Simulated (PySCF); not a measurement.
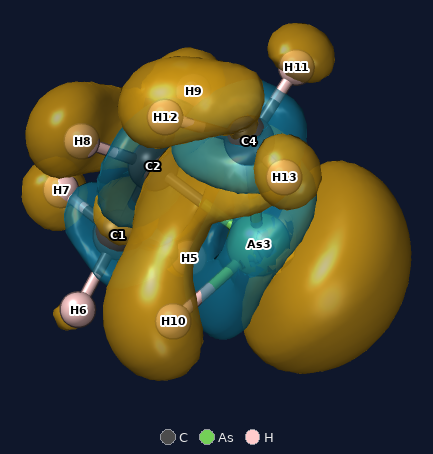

C₃H₉As, SMILES `CC[AsH]C`. Fukui function f⁻ = ρ(N) − ρ(N−1) at fixed geometry, surfaces at ±0.02 e/Å³ (yellow positive, teal negative).

Computed with PySCF, HF/def2-SVPD, geometry: GFN2-xTB. No frequency check shows the geometry to be a minimum. GFN2-xTB bond lengths at metals and heavier atoms can be off by up to 0.1 Å and shapes distorted, which carries into these values.

Input

```python
import numpy as np
from pyscf import gto, scf, dft
from pyscf.scf import atom_ks, atom_hf
from scipy.linalg import block_diag

def solve(mol, dm0=None, hcore=None):
    mf = scf.UHF(mol) if mol.spin else scf.RHF(mol)
    mf = mf.density_fit(auxbasis='def2-universal-jkfit')
    mf.conv_tol, mf.max_cycle = 1e-8, 80
    if hcore is not None:
        mf.get_hcore = lambda *args: hcore
    mf.kernel(dm0)
    if not mf.converged:
        mf = mf.newton().run(mf.mo_coeff, mf.mo_occ, max_cycle=30)
    assert mf.converged, 'SCF not converged'
    return mf

mol = gto.M(atom='''
C      2.44523     0.08922    -0.08931
C      1.10549     0.78696     0.10515
As    -0.42447    -0.48161     0.06488
C     -1.83770     0.88828    -0.08411
H      2.60271    -0.65749     0.68919
H      2.47284    -0.41824    -1.05366
H      3.26769     0.80340    -0.05331
H      0.96547     1.55267    -0.66245
H      1.09217     1.29322     1.07590
H     -0.33166    -0.71627    -1.42419
H     -1.99156     1.35415     0.88960
H     -1.56981     1.66181    -0.80174
H     -2.77854     0.43326    -0.39069
''', basis='def2-svpd', charge=0, spin=0, verbose=4)
mf = solve(mol)
out = dict(e0=mf.e_tot, dm0=mf.make_rdm1(), c=mf.mo_coeff, occ=mf.mo_occ, eps=mf.mo_energy)
for name, dq, spin in [('cation', 1, 1), ('anion', -1, 1)]:
    ion = mol.copy().set(charge=mol.charge + dq, spin=spin).build()
    mi = solve(ion)
    if spin and dq > 0 and mol.nao < 130:
        c, _, stable, _ = mi.stability(return_status=True)
        if not stable:
            mi = solve(ion, mi.make_rdm1(c, mi.mo_occ))
    print(name, 'vertical energy change / eV', (mi.e_tot - mf.e_tot) * 27.211386)
    out.update({'e_' + name: mi.e_tot, 'dm_' + name: mi.make_rdm1(), 's2_' + name: mi.spin_square()[0], 'eps_' + name: mi.mo_energy, 'occ_' + name: mi.mo_occ})
# spherically averaged free atoms, for the promolecule
atm = scf.atom_hf.get_atm_nrhf(mol)
pro = block_diag(*[(atm[a[0]][2] * atm[a[0]][3]) @ atm[a[0]][2].T for a in mol._atom])
np.savez('result.npz', pro=pro, **out)
```

Command:

```sh
OMP_NUM_THREADS=1 python input.py
```

The run took 35 s on 1 thread of Arm Neoverse V1, with other jobs on the host, peak memory 0.44 GiB.

Partitions, critical points and surface values were worked out afterwards from this run's density.

### On which atoms does the density change most on removal of an electron?

f⁻ (Hirshfeld-condensed) is largest on As3 (0.47); the vertical ionisation energy is 8.03 eV (the stability of the cation's solution wasn't checked). Condensed values hint at sites of electrophilic attack but needn't mark the atom that reacts. Orbital relaxation makes it negative in places (0.27 e in all).
